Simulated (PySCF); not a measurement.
C4H8O2Si (SMILES COC1=COC[SiH2]1)

Input

```
{"job": {"kind": "nmr", "xc": "PBE0", "basis": "pcSseg-1"}, "charge": 0, "multiplicity": 1}
C     -2.547097     0.686717     0.300609
O     -1.378341     0.392395     1.025178
C     -0.234870     0.186241     0.298078
C     -0.094065     0.230846    -1.034031
O      1.115729     0.002098    -1.606661
C      2.154877    -0.275793    -0.666164
Si     1.409249    -0.213263     1.105114
H     -3.334926     0.817937     1.040929
H     -2.433479     1.607963    -0.281136
H     -2.812792    -0.132730    -0.376088
H     -0.850163     0.435763    -1.776037
H      2.941998     0.463801    -0.831823
H      2.570009    -1.252137    -0.927821
H      1.490406    -1.505923     1.788718
H      1.999051     0.851833     1.919222
```

Run with:

```sh
OMP_NUM_THREADS=1 python probes_run.py task.json out
```

Geometry: GFN2-xTB.

All numbers below come from PBE0/pcSseg-1, SCF density, gas phase, non-relativistic in PySCF.

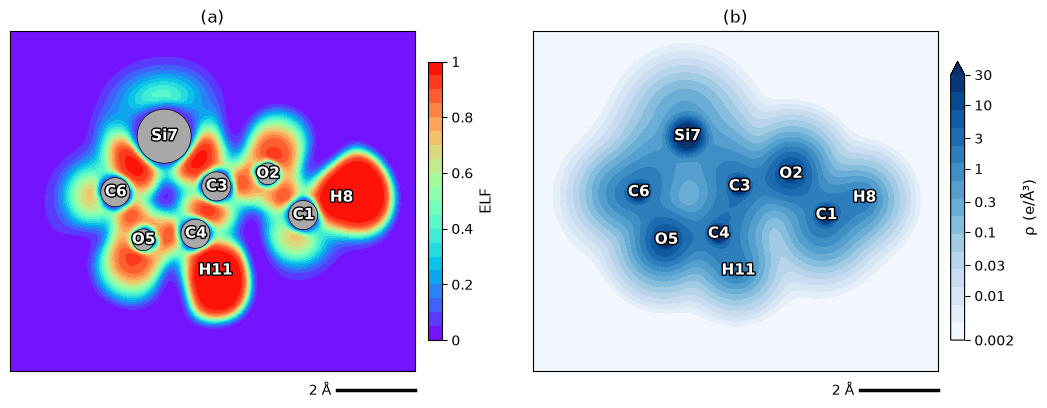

Figure 1. (a) ELF; (b) total electron density on the plane of atoms O5, C6 and Si7. Grey discs cover the atomic cores in the ELF map.

Question: What do the fields say about this system?

Answer: Atoms in the plane: C, O, Si and H.
C–C (1.34 Å): ρ at the midpoint is about 2.3 e/Å³; the ELF peaks at about 0.90 between the atoms (a short, multiple covalent bond).
C–O (1.36 Å): ρ at the midpoint is about 2.3 e/Å³, with its minimum of 2 e/Å³ about 0.5 Å from C; the ELF peaks at about 0.90 between the atoms (a polar covalent bond).
C–Si (1.87 Å): ρ is about 0.94 e/Å³ halfway; the ELF peaks at about 0.95 between the atoms, as expected for a covalent bond.
C–H (1.08 Å): ρ at the midpoint is about 2.1 e/Å³; the ELF climbs to about 1 towards the hydrogen, as it does in any bond to H: a covalent bond by its length.
C–O (1.41 Å): ρ at the midpoint is about 2.1 e/Å³, with its minimum of 1.8 e/Å³ about 0.5 Å from C; the ELF peaks at about 0.90 between the atoms, as expected for a polar covalent bond.
The ELF also peaks beside O5 and O2, away from the bonds: lone-pair regions.

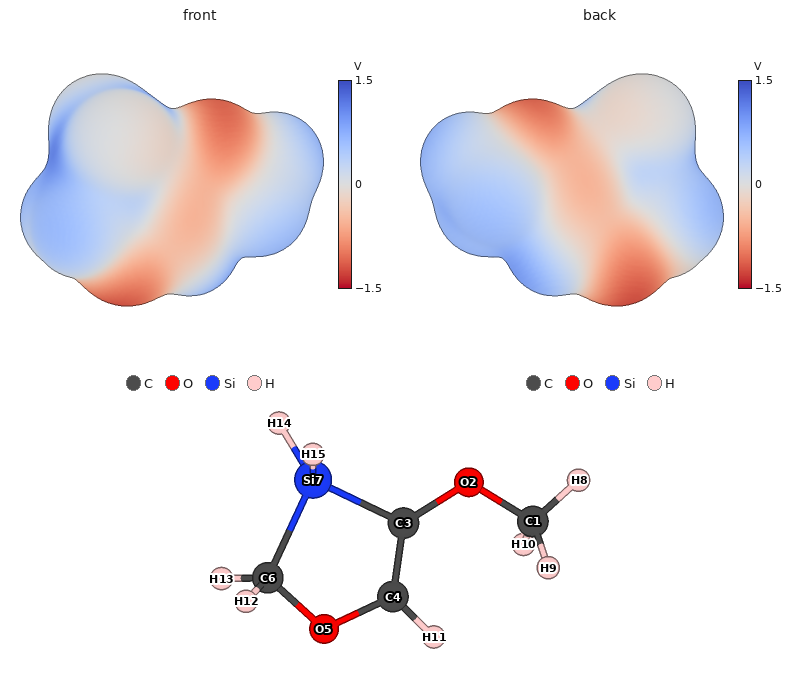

Figure 2. The electrostatic potential painted on the density surface at 0.001 e/bohr³, seen from the front and from behind; the colour scale runs from red (negative) to blue (positive). The bare structure is drawn below in the same view.

Question: Describe the electrostatic potential map.

Answer: The most negative region (about −1.2 V) lies over O5, the most positive (about +1.0 V) over Si7. O5 is the likeliest acceptor of a hydrogen bond.
